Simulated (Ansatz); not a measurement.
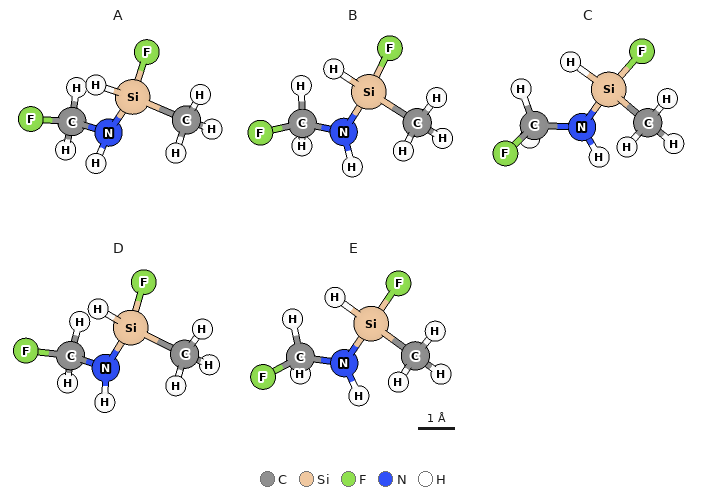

5 geometries from one relaxation of C2H7F2NSi, in shuffled order. Style: ball-and-stick. Shown from a free direction.

The run prepares an end point of a later path (torsion) calculation, from a guessed geometry.

Level of theory: RKS PBE-D4/def2-SVP (Ansatz). Set-up: no spin polarisation; force threshold 0.015 eV/Å; at most 40 steps.

Order the frames from highest to lowest energy.

Answer. A, D, B, E, C. They are steps 0, 5, 10, 14, 22, at +0.742 eV, +0.062 eV, +0.046 eV, +0.016 eV relative to the last. Over 21 accepted moves (22 points after the start) the energy falls by 0.742 eV. Largest force component: 4.8 eV/Å at the start, 0.0057 eV/Å at the end. The line search rejected the trial step at point 4 of the run. The atom that moves furthest after the best rigid fit is an H atom (1.43 Å). By element the largest moves are H 1.43 Å, F 1.05 Å, C 0.36 Å, Si 0.34 Å, N 0.31 Å. Near-neighbour distances that change, for instance: N–Si 1.642 → 1.741 Å, H–N 1.088 → 1.024 Å, C–H 1.053 → 1.108 Å, F–Si 1.593 → 1.647 Å. Bond angles that change, for instance: Si–N–H 108.6° → 118.7°, C–N–H 104.4° → 114.4°, F–Si–N 104.4° → 110.3°.
